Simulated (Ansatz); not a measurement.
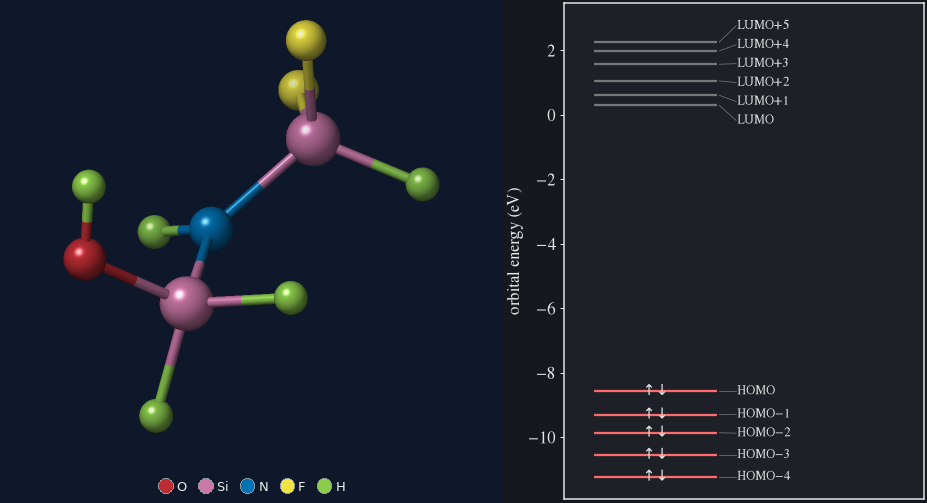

Si₂NH₅OF₂, SMILES O[SiH2]N[SiH](F)F. Kohn-Sham orbital energies near the frontier, PBE0/def2-TZVPP with the Ansatz code 0.2.0, at a PBE0-D4/def2-TZVP geometry (no frequency check), isolated molecule; empty levels in grey, levels within 0.03 eV side by side.

Q: Where do the frontier orbitals lie?

A: HOMO at −8.57 eV, LUMO at 0.29 eV, 8.86 eV apart.

Q: How far below the HOMO does the next level lie?

A: 0.73 eV.

Known limits of this run: one conformer of a flexible molecule; empty levels above zero depend strongly on the basis.
